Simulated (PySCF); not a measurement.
# C₂H₁₀NPSi₂: circular dichroism and optical rotation

Aim: compute the circular dichroism and optical rotation of C₂H₁₀NPSi₂ (`C[Si@@H]1N[Si@@H](C)P1`).

Programs: PySCF 2.14.0, with routines of our own; each step states its level. All values are computed. Atoms count from 0.

## Step 1: The system as given

16 atoms, charge 0, multiplicity 1; geometry from: GFN2-xTB.

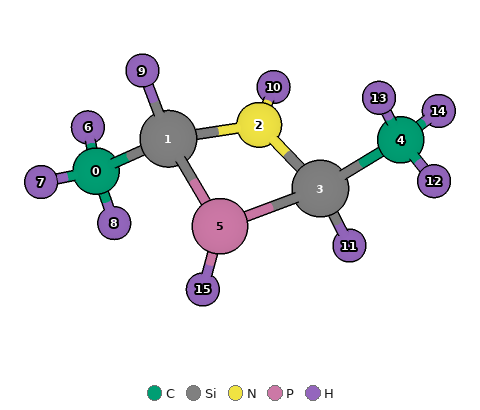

The starting geometry (carbon teal, silicon grey, nitrogen yellow, phosphorus pink, hydrogen purple).

## Step 2: Circular dichroism and optical rotation: TDDFT B3LYP/def2-SVPD

The job: settings as JSON, then the geometry in Å.

```
{"job": {"kind": "ecd", "xc": "B3LYP", "basis": "def2-SVPD", "nstates": 8}, "charge": 0, "multiplicity": 1}
C      2.892172    -0.028347     0.003701
Si     1.178795     0.495346     0.628352
N      0.000198    -0.783124     0.518617
Si    -1.253967    -0.230300    -0.557644
C     -2.960922    -0.145832     0.257897
P     -0.152376     1.744751    -0.715099
H      3.298902    -0.820521     0.623708
H      3.582656     0.807327     0.038647
H      2.853317    -0.389994    -1.019474
H      1.236457     1.042372     1.989676
H      0.036434    -1.671521     0.990948
H     -1.275856    -1.048882    -1.779105
H     -3.688639     0.287602    -0.419139
H     -2.941261     0.458963     1.158942
H     -3.305313    -1.139412     0.525049
H      0.491804     1.430518    -1.897439
```

With the program's defaults for keys left out, this is: TDDFT B3LYP/def2-SVPD circular dichroism and optical rotation, one conformer, gas phase.

Run with:

```
$ OMP_NUM_THREADS=1 python excited_run.py task.json out
```

One launch serves the whole session: the jobs run in the order shown.

Output:

```text
coarse grid: 14312 points
cycle   1  E = -1056.8474202193  dE =  3.974e-01  |g| = 6.613e-01  |ddm| = 5.463e+00
cycle   2  E = -1056.7381989191  dE =  1.092e-01  |g| = 9.376e-01  |ddm| = 1.987e+00
cycle   3  E = -1056.9485945498  dE = -2.104e-01  |g| = 1.410e-01  |ddm| = 1.211e+00
cycle   4  E = -1056.9535417745  dE = -4.947e-03  |g| = 3.306e-02  |ddm| = 2.530e-01
cycle   5  E = -1056.9538287522  dE = -2.870e-04  |g| = 6.777e-03  |ddm| = 5.208e-02
cycle   6  E = -1056.9538423210  dE = -1.357e-05  |g| = 2.112e-03  |ddm| = 1.738e-02
cycle   7  E = -1056.9538439019  dE = -1.581e-06  |g| = 3.066e-04  |ddm| = 5.461e-03
final grid: 122912 points
cycle   8  E = -1057.0842655486  dE = -2.842e-05  |g| = 5.057e-03  |ddm| = 1.062e-01
cycle   9  E = -1057.0842605293  dE =  5.019e-06  |g| = 6.810e-03  |ddm| = 1.629e-02
cycle  10  E = -1057.0842719484  dE = -1.142e-05  |g| = 7.918e-04  |ddm| = 8.941e-03
cycle  11  E = -1057.0842721045  dE = -1.561e-07  |g| = 1.478e-04  |ddm| = 1.253e-03
cycle  12  E = -1057.0842721094  dE = -4.932e-09  |g| = 4.932e-05  |ddm| = 3.297e-04
cycle  13  E = -1057.0842721102  dE = -8.270e-10  |g| = 1.058e-05  |ddm| = 1.258e-04
converged SCF energy = -1057.0842721102

Singlet excitations and rotatory strengths (1e-40 esu^2 cm^2)
state   eV       nm     f(len)   f(vel)    R(len)    R(vel)   main configurations
  1   5.2869   234.5  0.01544  0.01607    -4.438    -4.482   H->L 0.98
  2   5.4834   226.1  0.00078  0.00051    10.189    11.164   H-1->L 0.99
  3   5.9852   207.2  0.00051  0.00069     1.989     1.375   H->L+1 0.73, H-2->L 0.24
  4   6.1594   201.3  0.02969  0.03208    -3.062    -2.874   H->L+2 0.61, H->L+3 0.24, H-2->L 0.10
  5   6.2003   200.0  0.00036  0.00033     1.848     1.641   H-1->L+1 0.96
  6   6.3314   195.8  0.06756  0.07182     8.303     4.912   H-2->L 0.43, H->L+2 0.29, H->L+1 0.16
  7   6.4203   193.1  0.01536  0.01586   -11.917   -12.448   H-1->L+2 0.94
  8   6.5284   189.9  0.10356  0.10788    51.101    51.099   H->L+3 0.60, H-2->L 0.17

Specific rotation (deg / (dm g/mL))
    nm     length   length(OI)   velocity    alpha(len)  alpha(vel)
  633.0     240.88     238.94     234.36      113.843    115.760
  589.3     286.08     283.79     278.41      114.434    116.370
  546.0     345.54     342.80     336.37      115.179    117.138
  436.0     630.07     625.21     614.13      118.333    120.393
  405.0     782.47     776.52     763.15      119.809    121.917
  365.0    1087.50    1079.40    1061.82      122.443    124.639
  355.0    1194.31    1185.47    1166.55      123.285    125.509
```

It took 63 s on 1 thread of Intel Xeon Platinum 8488C, shared host; peak memory 0.97 GiB.

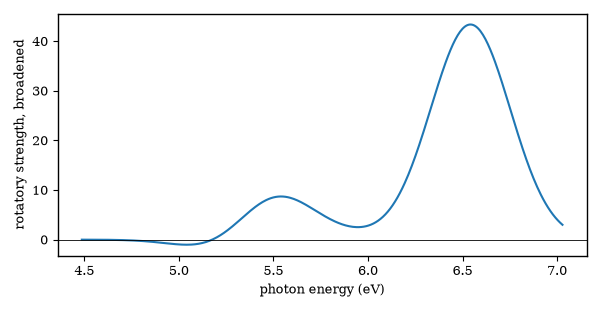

Circular dichroism: velocity-form rotatory strengths under Gaussians of 0.3 eV half-width at 1/e.

## Step 3: Outcome

| quantity | value |
| --- | --- |
| state of largest rotatory strength (velocity form) among 8 (step 2, TDDFT B3LYP/def2-SVPD) | 6.53 eV, R = +51.1 (velocity), +51.1 (length) ·10⁻⁴⁰ esu² cm² |
| specific rotation at 633.0 nm (step 2, TDDFT B3LYP/def2-SVPD) | 234.4 (velocity), 240.9 (length) |

In words: Rotations belong to one conformer.
